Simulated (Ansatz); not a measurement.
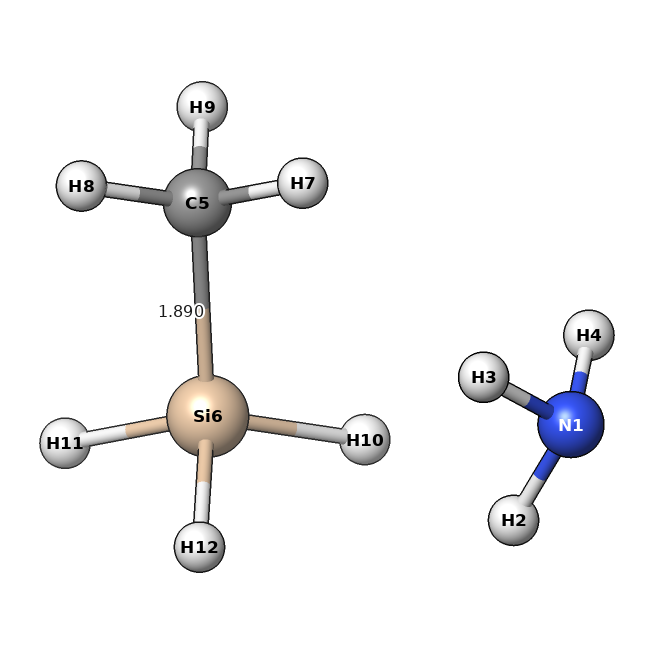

Bond lengths are marked in Å; every bond is drawn as one stick. Computed geometry: PBE-D4/def2-SVP optimisation. No frequency run is at hand to confirm it as a minimum.

> Assign a bond order to each marked bond.

C5–Si6 single.

> Write the SMILES.

C[SiH3].N
